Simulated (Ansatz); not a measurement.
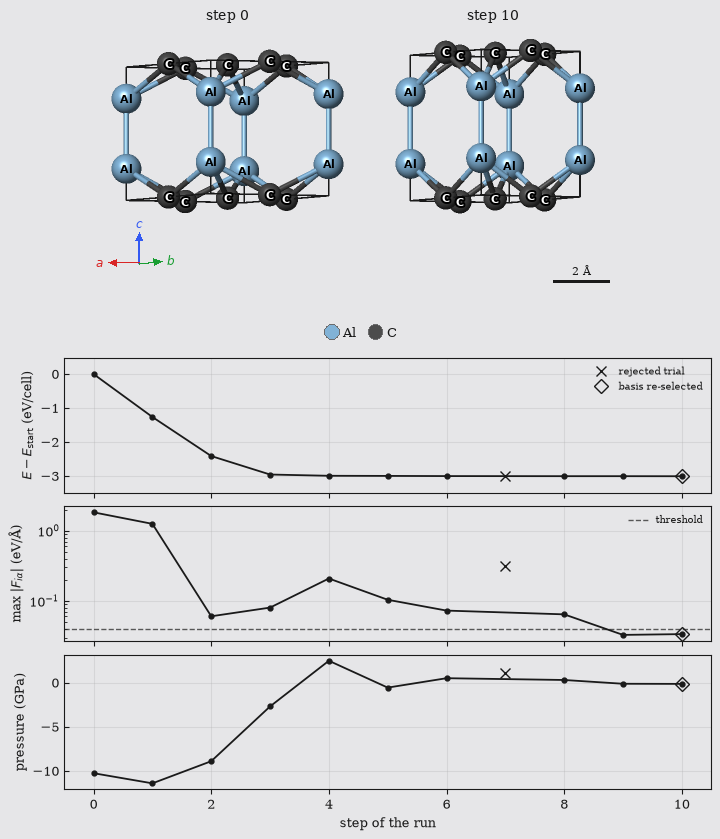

First and last geometry of a relaxation of solid Al$_{2}$C$_{3}$ (a generated structure, set up in P6/mmm) (coarse preliminary run), with the history of the run. A ball-and-stick model of the cell of the calculation, seen from a free direction.

Level of theory: DFT PBE, scalar-relativistic, plane waves, PAW in Ansatz 0.2.0. Set-up: plane-wave cutoff 420 eV; k-point mesh 6 × 6 × 4; occupations gaussian; smearing width 0.1 eV; no spin polarisation; cell and atoms relaxed; force threshold 0.04 eV/Å; at most 70 steps.

What do the curves and the structures tell?

It converged. The largest moves relative to the cell, 0.086 Å, are those of Al atoms. C stays in place. The volume changes by −23.2 %, with a = b 4.338 → 3.640 Å (−16.1 %), c 4.777 → 5.214 Å (+9.1 %). Near-neighbour distances that change, for instance: Al–Al 2.265 → 2.644 Å, C–C 2.169 → 1.820 Å, Al–C 2.447 → 2.249 Å, Al–Al 2.513 → 2.570 Å. Bond angles that change, for instance: Al–C–Al 55.1° → 72.0°, Al–C–Al 124.9° → 108.0°. The space group stays P6/mmm (No. 191). Over 8 accepted moves (10 points after the start) the energy falls by 3.005 eV per cell of the calculation. The largest force component goes from 1.8 to 0.034 eV/Å. Pressure: −10.25 GPa at the start and −0.13 GPa at the end. The line search rejected the trial step at point 7 of the run. The SCF was repeated once at an unchanged geometry on a basis and grid sized afresh for the cell, which shifted the energy by 1.8 meV per cell of the calculation at most. The run took 29 s on 1 thread of Intel(R) Xeon(R) Processor @ 2.70GHz, on a shared host, peak memory 0.36 GiB.
